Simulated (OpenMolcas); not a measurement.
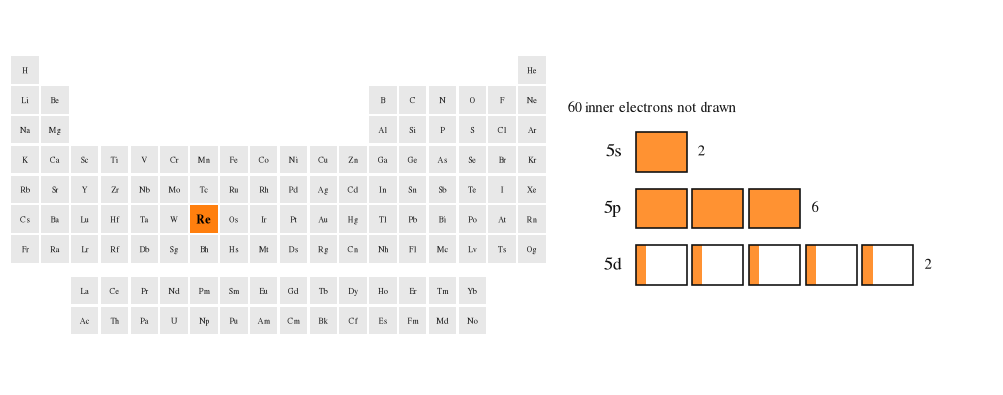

Fig. 1: Left, the place of rhenium in the periodic table; right, the outer shells of the leading configuration of the lowest level: a box for each of the 2l + 1 orbitals, shaded by the share of the shell that is filled, with the electron count at the right.

**Multiconfigurational calculation for Re⁵⁺**

Re⁵⁺. Computed at this level: state-averaged SS-CASPT2, IPEA shift 0.2, sigma2 shift 0.5 hartree, closed shells 4f 5s 5p correlated, active space 2 electrons in the shell 5d, basis ANO-RCC-VDZ, DKH3 scalar Hamiltonian, spin-orbit coupling by RASSI with atomic mean-field integrals (OpenMolcas).

### Log (extracts)
```
--- CASPT2 ---
Orbital specifications:
      -----------------------

      Symmetry species                           1   2
                                                ag  au
      Frozen orbitals                           14   9
      Inactive orbitals                          1  10
      Active orbitals                            5   0
      Secondary orbitals                         7  13
      Deleted orbitals                           0   0
      Number of basis functions                 27  32
Type of calculation                        SS-CASPT2
      Fock operator                              state-specific
      IPEA shift                                 0.20
      Real shift                                 0.00
      Imaginary shift                            0.00
      Sigma^2 regularizer                        0.50
      The input orbitals will be transformed to quasi-canonical
Reference energy:      -16686.5854775527
      E2 (Non-variational):      -0.3898799405
      Shift correction:          -0.0000000019
      E2 (Variational):          -0.3898799424
      Total energy:          -16686.9753574951
      Residual norm:              0.0000002797
      Reference weight:           0.95062
      Contributions to the CASPT2 correlation energy
      Active & Virtual Only:         -0.0022014251
      One Inactive Excited:          -0.0624689988
      Two Inactive Excited:          -0.3252095166
Reference energy:      -16686.5854775527
      E2 (Non-variational):      -0.3898005423
      Shift correction:          -0.0000000013
      E2 (Variational):          -0.3898005436
      Total energy:          -16686.9752780963
      Residual norm:              0.0000002753
      Reference weight:           0.95065
      Contributions to the CASPT2 correlation energy
      Active & Virtual Only:         -0.0022005423
      One Inactive Excited:          -0.0624080411
      Two Inactive Excited:          -0.3251919589
::    CASPT2 Root  1     Total energy: -16686.97535750
::    CASPT2 Root  2     Total energy: -16686.97527810
::    CASPT2 Root  3     Total energy: -16686.97478313
::    CASPT2 Root  4     Total energy: -16686.97592287
::    CASPT2 Root  5     Total energy: -16686.97542029
::    CASPT2 Root  6     Total energy: -16686.97457886
::    CASPT2 Root  7     Total energy: -16686.97594897
::    CASPT2 Root  8     Total energy: -16686.92268861
::    CASPT2 Root  9     Total energy: -16686.92268861
::    CASPT2 Root 10     Total energy: -16686.92268860
--- CASPT2 ---
Orbital specifications:
      -----------------------

      Symmetry species                           1   2
                                                ag  au
      Frozen orbitals                           14   9
      Inactive orbitals                          1  10
      Active orbitals                            5   0
      Secondary orbitals                         7  13
      Deleted orbitals                           0   0
      Number of basis functions                 27  32
Type of calculation                        SS-CASPT2
      Fock operator                              state-specific
      IPEA shift                                 0.20
      Real shift                                 0.00
      Imaginary shift                            0.00
      Sigma^2 regularizer                        0.50
      The input orbitals will be transformed to quasi-canonical
Reference energy:      -16686.5331974801
      E2 (Non-variational):      -0.3977111726
      Shift correction:          -0.0008018652
      E2 (Variational):          -0.3985130377
      Total energy:          -16686.9317105179
      Residual norm:              0.0000006264
      Reference weight:           0.94717
      Contributions to the CASPT2 correlation energy
      Active & Virtual Only:         -0.0073943855
      One Inactive Excited:          -0.0604151544
      Two Inactive Excited:          -0.3299016326
Reference energy:      -16686.5331974801
      E2 (Non-variational):      -0.3977248894
      Shift correction:          -0.0008018860
      E2 (Variational):          -0.3985267754
      Total energy:          -16686.9317242556
      Residual norm:              0.0000006318
      Reference weight:           0.94716
      Contributions to the CASPT2 correlation energy
      Active & Virtual Only:         -0.0073944391
      One Inactive Excited:          -0.0604469608
      Two Inactive Excited:          -0.3298834895
::    CASPT2 Root  1     Total energy: -16686.93171052
::    CASPT2 Root  2     Total energy: -16686.93172426
::    CASPT2 Root  3     Total energy: -16686.93170877
::    CASPT2 Root  4     Total energy: -16686.93172572
::    CASPT2 Root  5     Total energy: -16686.93170019
::    CASPT2 Root  6     Total energy: -16686.89969441
::    CASPT2 Root  7     Total energy: -16686.89899629
::    CASPT2 Root  8     Total energy: -16686.89909508
::    CASPT2 Root  9     Total energy: -16686.90050083
::    CASPT2 Root 10     Total energy: -16686.90067161
::    CASPT2 Root 11     Total energy: -16686.89909025
::    CASPT2 Root 12     Total energy: -16686.89939904
::    CASPT2 Root 13     Total energy: -16686.89957730
::    CASPT2 Root 14     Total energy: -16686.89965922
::    CASPT2 Root 15     Total energy: -16686.79603067
```

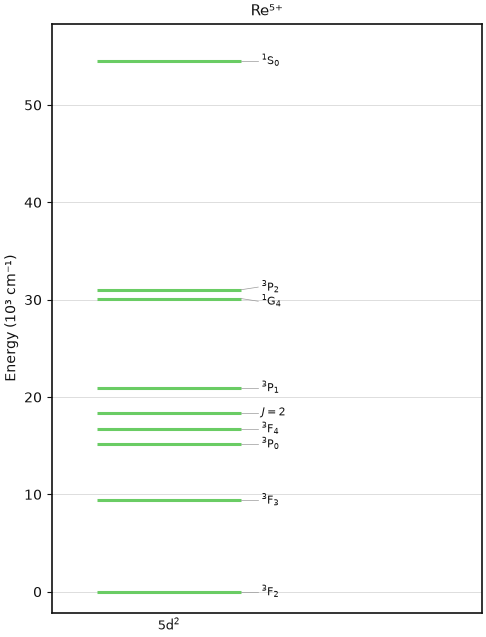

Fig. 2: Level diagram of Re VI (Re⁵⁺). The lowest level is 5d² ³F₂. The first excited level, 5d² ³F₃, lies at 9,410 cm⁻¹. The ground term spreads over 16,700 cm⁻¹ in the order J = 2, 3, 4, a normal multiplet. All levels drawn have even parity, so no electric dipole line joins them. The leading LS term holds 83 % of a level on average, 88 % of the ground level. The ground level has g = 0.711. Spin-orbit coupling puts the ground level 11,700 cm⁻¹ below the lowest spin-free term.

| Configuration | Level | E (cm⁻¹) |
| --- | --- | --- |
| 5d² | ³F₂ | 0 |
| 5d² | ³F₃ | 9,414 |
| 5d² | ³P₀ | 15,190 |
| 5d² | ³F₄ | 16,750 |
| 5d² | J = 2 (even, mixed) | 18,350 |
| 5d² | ³P₁ | 20,970 |
| 5d² | ¹G₄ | 30,120 |
| 5d² | ³P₂ | 31,020 |
| 5d² | ¹S₀ | 54,540 |

### The input
```
&GATEWAY
Coord
1

Re 0.0 0.0 0.0
Basis=ANO-RCC-VDZ
Group=XYZ
NoMove
AngMom=0.0 0.0 0.0
AMFI
&SEWARD
Relativistic=R03O02
&RASSCF
FileOrb=start.orb
Symmetry=1
Spin=3
nActEl=2 0 0
Inactive=15 19
Ras2=5 0
CIRoot=10 10 1
SDav=10
CIMx=300
Iter=120 100
PrWF=0.3
OrbListing=Nothing
MaxOrb=0
Atom
>>> COPY $Project.JobIph JOB001
&RASSCF
FileOrb=start.orb
Symmetry=1
Spin=1
nActEl=2 0 0
Inactive=15 19
Ras2=5 0
CIRoot=15 15 1
SDav=15
CIMx=300
Iter=120 100
PrWF=0.3
OrbListing=Nothing
MaxOrb=0
Atom
CIOnly
>>> COPY $Project.JobIph JOB002
&RASSI
NrOfJobIphs=2 10 15
1 2 3 4 5 6 7 8 9 10
1 2 3 4 5 6 7 8 9 10 11 12 13 14 15
IphNames
JOB001
JOB002
EJob
SpinOrbit
DIPRint=1.0
SOCoupling=1000.0
Subsets=2
MEES
Property=10
'ANGMOM' 1 'ANGMOM' 2 'ANGMOM' 3 'MLTPL  1' 1 'MLTPL  1' 2 'MLTPL  1' 3
'AMFI' 1 'AMFI' 2 'AMFI' 3 'MLTPL  2' 6
SOProperty=3
'ANGMOM' 1 'ANGMOM' 2 'ANGMOM' 3
>>> COPY JOB001 $Project.JobIph
&CASPT2
Multistate=10 1 2 3 4 5 6 7 8 9 10
NoMult
Frozen=14 9
IPEA=0.2
Sig2=0.5
MaxIter=60
WThr=0.0 0.3 0.05
PrWF=0.5
NoMix
>>> COPY JOB002 $Project.JobIph
&CASPT2
Multistate=15 1 2 3 4 5 6 7 8 9 10 11 12 13 14 15
NoMult
Frozen=14 9
IPEA=0.2
Sig2=0.5
MaxIter=60
WThr=0.0 0.3 0.05
PrWF=0.5
NoMix
```

The file start.orb holds starting orbitals from an earlier step. A driver script formed the levels outside the program, from RASSI's spin-orbit matrix and the CASPT2 energies (for multi-state variants, the effective Hamiltonian), averaged over the components of each term or state. The log and the time are those of the CASPT2 step.

Command:
```bash
OMP_NUM_THREADS=1 MOLCAS_MEM=2252 MOLCAS_PROJECT=a pymolcas a.inp > a.log  # once for each step of the input, in one work folder
```

### Results in brief

- outcome: converged; degenerate states are split by up to 368 cm⁻¹
- lowest level: 5d² ³F₂
- first excited level: 5d² ³F₃, 9,414 cm⁻¹
- energy of the lowest spin-free term: −16686.97533 hartree
- energy of the lowest spin-orbit level: −16687.02863 hartree
- CASPT2 correlation energy: −0.3898 hartree
- largest spread among components of a term: 367.7 cm⁻¹
- lowest reference weight: 0.943
- hardware: 1 thread of Arm Neoverse V1, 24 GiB of memory available, shared host
- wall time: 3.1 s

### Notes

The components of ¹G, which symmetry makes degenerate, are split by 368 cm⁻¹ in CASPT2, and those of 1 more by over 50 cm⁻¹. This is an artefact; the levels of such states rest on averages and are uncertain by about as much. To bear in mind: small basis contracted for the neutral atom, rough for a high charge; only configurations of the active space are included.
